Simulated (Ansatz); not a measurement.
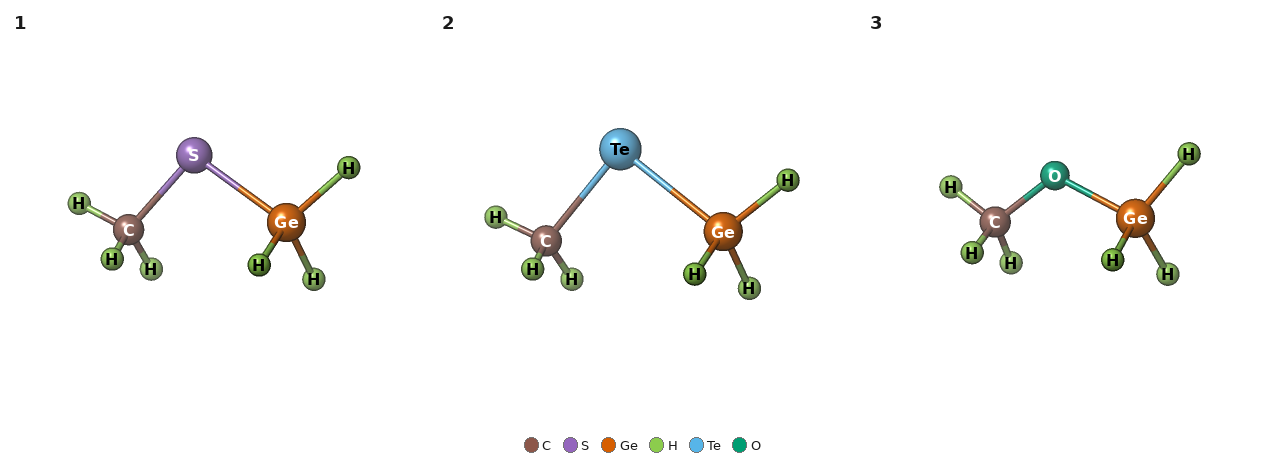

3 molecules with one skeleton, seen from the same side and at one scale. Each species is neutral and a spin singlet. Computed geometries: PBE0-D4/def2-TZVP optimisations, one conformation each. Properties computed with Ansatz 0.2.0. Elements past Kr carry core potentials.

One atom differs, called X below: S in panel 1, Te in panel 2, O in panel 3. Their formulas are CH6GeS (`C[S][GeH3]`), CH6GeTe (`C[Te][GeH3]`), CH6GeO (`C[O][GeH3]`).

Rank them by the length of X–Ge, lowest first (PBE0-D4/def2-TZVP).

Answer. 3 (O), 1 (S), 2 (Te).

Rank them by the length of X–C, lowest first (PBE0-D4/def2-TZVP).

Answer. 3 (O), 1 (S), 2 (Te).

Give the values. With PBE0-D4/def2-TZVP: length of X–C (Å), length of X–Ge (Å), angle C–X–Ge (°). With PBE0-D4/def2-SVP: HOMO energy (Kohn–Sham orbital) (eV), HOMO–LUMO gap (eV). With B3LYP-D4/def2-TZVPP: dipole moment (D).

```json
{"quantity": "length of X–C (Å)", "1 (S)": "1.813", "2 (Te)": "2.149", "3 (O)": "1.406"}
{"quantity": "length of X–Ge (Å)", "1 (S)": "2.212", "2 (Te)": "2.547", "3 (O)": "1.779"}
{"quantity": "angle C–X–Ge (°)", "1 (S)": "99.2", "2 (Te)": "94.1", "3 (O)": "117.8"}
{"quantity": "HOMO energy (Kohn–Sham orbital) (eV)", "1 (S)": "−6.67", "2 (Te)": "−5.97", "3 (O)": "−7.64"}
{"quantity": "HOMO–LUMO gap (eV)", "1 (S)": "7.12", "2 (Te)": "5.40", "3 (O)": "8.22"}
{"quantity": "dipole moment (D)", "1 (S)": "1.38", "2 (Te)": "1.07", "3 (O)": "1.11"}
```
